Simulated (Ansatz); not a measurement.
# Phonons of ReSe (built on the sites of a database entry of MnS) against volume, part 2 of 2

Wanted: mode Grüneisen parameters of ReSe (built on the sites of a database entry of MnS).

Ansatz 0.2.0; DFT r2SCAN, scalar-relativistic, plane waves, PAW.

So far, highest frequency on the path or at a solved wavevector (cm⁻¹): step 2 (response at finite wavevector) 288; step 4 (phonons at the other volume, volume ratio 0.97) 303.

The structure was built from a prototype and need not be the compound's stable phase.

**5. Relaxing at another volume, volume ratio 1.03**

The volume is scaled by 1.03 and held; symmetry leaves nothing to relax, so this is a single point. The modes can then be followed against volume.

File input.yaml:

```yaml
crystal:
  lattice:
    - [0.0, 2.7830355538, 2.7830355538]
    - [2.7830355538, 0.0, 2.7830355538]
    - [2.7830355538, 2.7830355538, 0.0]
  atoms:
    - { symbol: Re, position: [0.0, 0.0, 0.0] }
    - { symbol: Se, position: [0.25, 0.25, 0.25] }
kpoints:
  mp_grid: { grid: [12, 12, 12] }
hamiltonian:
  xc: r2scan
scf:
  occupations: { method: methfessel_paxton, width: 0.15 }
output:
  forces: true
  stress: true
  eigenvalues: true
```

On the command line:

```bash
$ ansatz run input.yaml --threads 4 --pin off --max-ram 7168MiB --backend cpu --events-out ev --progress --plain --runs-dir out
```

Numbers of over 12 decimals in the logs are rounded to 6 here.

What it wrote:

```text
[...]
Crystal: 2 atoms, lattice volume = 43.111 Å³
Basis set: ecut = 500 eV, 1067 PW (Γ), exchange–correlation on 120×120×120 points (64 copies of the dense FFT grid, shifted against one another)
Bands: 20, of which v1, the nominal top of the filled ones, is band 16 counted from 1 (15 counted from 0)
Symmetry: 24 space group operations
[...]
--- Band table (eV; the first three rows and the last of 72) ---
  k-point 0: bands = [... 12 lower, 7.2925, 11.8389, 11.8389, 14.1772, 17.7482, 17.7482, 17.7482, 20.7191]
  k-point 1: bands = [... 12 lower, 7.3251, 11.8131, 11.8131, 14.4389, 17.3574, 17.6795, 17.6795, 20.3947]
  k-point 2: bands = [... 12 lower, 7.4112, 11.7722, 11.7722, 15.0380, 16.4035, 17.4002, 17.4002, 19.9085]
  k-point 71: bands = [... 12 lower, 8.4794, 10.9713, 11.8066, 12.5825, 13.9225, 15.0354, 20.7136, 20.7697]
[key lines of the parts left out:]
SCF converged after 7 iterations
Free energy (F): -16357.366568 eV
Fermi energy:    12.793225 eV
P = ⅓ Tr σ = -4.1170 GPa (-41.170 kbar)
```

The job ended after 3.5 s (4 threads of Arm Neoverse V2, shared host; peak memory 0.53 GiB).

Numbers from this step:

| Quantity | Value |
| --- | --- |
| pressure | -4.117 GPa |
| volume per atom | 21.56 Å³ |

The run ends at a pressure of -4.12 GPa.

**6. Phonons at the other volume, volume ratio 1.03**

The phonons are repeated at this volume on the same k and q meshes.

input.yaml, the sections that differ from step 5:

```yaml
output:
  eigenvalues: true
phonons:
  method: dfpt
  qmesh: [2, 2, 2]
  temperatures: { t_max: 1000, t_step: 50 }
  qpath:
    path:
      - [[0.0, 0.0, 0.0], [-0.5, -0.5, 0.0], [-0.375, -0.375, 0.25]]
      - [[-0.375, 0.0, 0.375], [0.0, 0.0, 0.0], [0.0, 0.0, 0.5], [-0.5, -0.25, 0.25], [-0.5, -0.5, 0.0]]
    npoints: 10
# crystal, kpoints, hamiltonian, scf: as in step 5
```

What it wrote:

```text
[...]
Crystal: 2 atoms, lattice volume = 43.111 Å³
Basis set: ecut = 500 eV, 1067 PW (Γ), exchange–correlation on 150×150×150 points (125 copies of the dense FFT grid, shifted against one another)
Bands: 20, of which v1, the nominal top of the filled ones, is band 16 counted from 1 (15 counted from 0)
Symmetry: 24 space group operations
k-points: 280 of 1728 (irreducible under 4 space group operations, time reversal used)
[...]
k-point 279: bands = [... 12 lower, 8.4793, 10.9712, 11.8065, 12.5825, 13.9224, 15.0353, 20.7136, 20.7696]
[...]
ASR residual: 3.837e-5 → 0.000e0 eV/Å²; symmetrization residual: 6.681e-6 eV/Å²
  ASR residual per site (eV/Å²): 1.90e-5 3.84e-5
  Γ frequencies (cm⁻¹): 0.00 0.00 0.00 274.44 274.44 274.44
--- Phonons (arbitrary-q DFPT): 3 irreducible q on the 2×2×2 mesh ---
[...]
interpolated dispersion: 62 rows × 6 modes
[...]
[key lines of the parts left out:]
SCF converged after 10 iterations
Free energy (F): -16357.366568 eV
Fermi energy:    12.793170 eV
```

Run time: 4.8 min. Hardware: 4 threads; peak memory 2.1 GiB.

This step gave:

```
sum-rule residual before enforcement                       : 3.84e-5 eV/Å²
lowest frequency on the path                               : 0 cm⁻¹
highest frequency on the path or at a solved wavevector    : 274.4 cm⁻¹
mean frequency                                             : 161.9 cm⁻¹
Debye temperature (second moment)                          : 351 K
logarithmic mean frequency                                 : 121.3 cm⁻¹
highest optical mode at the zone centre (no LO-TO term)    : 274.4 cm⁻¹
lowest optical zone-centre mode                            : 274.4 cm⁻¹
lowest mode on the q mesh (acoustic modes at Γ apart)      : 30.83 cm⁻¹
zero-point energy per atom                                 : 30.11 meV
heat capacity at 300 K                                     : 23.35 J/(mol atoms K)
vibrational entropy at 300 K                               : 39.29 J/(mol atoms K)
edges of the widest gap between branches, on path and mesh : 146.4, 226.8 cm⁻¹
```

The highest optical mode at the zone centre (no LO-TO term) is 274.4 cm⁻¹, -13.7 cm⁻¹ against the base run.

**7. Grüneisen parameters**

The Grüneisen parameter of a mode is minus the logarithmic change of its frequency with volume, −d ln ω / d ln V; weighted by heat capacity it gives the expansion.

This step gave:

```yaml
bulk_modulus: 150.3 GPa
```

Phonon branches along the path, in cm⁻¹:

```csv
point,branch 1,branch 2,branch 3,branch 4,branch 5,branch 6
Γ,0,0,0,288,288,288
X,38,38,154,257,263,263
U,33,58,152,242,266,274
jump to K,33,58,152,242,266,274
Γ,0,0,0,288,288,288
L,21,21,134,258,276,276
W,34,64,154,238,264,276
X,38,38,154,257,263,263
```

The same for volume x 0.97:

```csv
point,branch 1,branch 2,branch 3,branch 4,branch 5,branch 6
Γ,0,0,0,303,303,303
X,16,16,162,269,279,279
U,9,47,159,254,282,290
K,9,47,159,254,282,290
Γ,0,0,0,303,303,303
L,-13,-13,138,272,291,291
W,-12,56,162,250,280,292
X,16,16,162,269,279,279
```

The same for volume x 1.03:

```csv
point,branch 1,branch 2,branch 3,branch 4,branch 5,branch 6
Γ,0,0,0,274,274,274
X,50,50,146,245,247,247
U,44,66,144,230,251,258
K,44,66,144,230,251,258
Γ,0,0,0,274,274,274
L,31,31,131,245,261,261
W,48,70,146,227,248,261
X,50,50,146,245,247,247
```

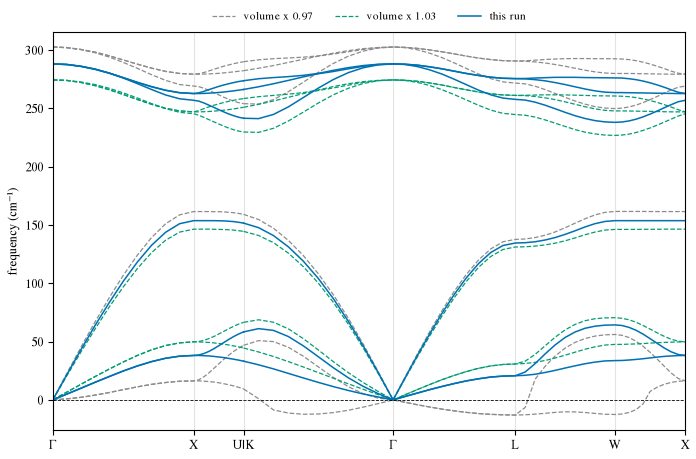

Phonon branches along the path; dashed: volume x 0.97 and volume x 1.03.

**8. Summary of results**

```json
{
 "bulk modulus": "150 GPa"
}
```

In words: No expansion is given, because modes are imaginary at one volume or more. The highest optical mode at Γ goes from 303 to 274 cm⁻¹ as the cell grows, a Grüneisen parameter of 1.63. Branches are matched by rank, so values near crossings are rough. The q mesh stands for a supercell only 7.8 Å across, so branches between the solved wavevectors are rough. With no gap, or one that is small against the smearing, the frequencies hang on the k mesh and the smearing, most of all near Kohn anomalies. The phonon runs are without spin polarisation, although the cell has an odd electron count. Spin-orbit coupling is left out, which can matter for the heavy elements here. The starting cell was built on a prototype and not taken from a measurement, so the phase need not exist.

[Logs are printed without paths, hosts, clocks, repeated set-up lines and the standing remarks that a program may print on its own settings, such as how far it seeks lower states.]

[Hosts, paths, dates, database ids (printed as entryN), source tags and the programs' standing remarks are cut or masked in the printed files.]
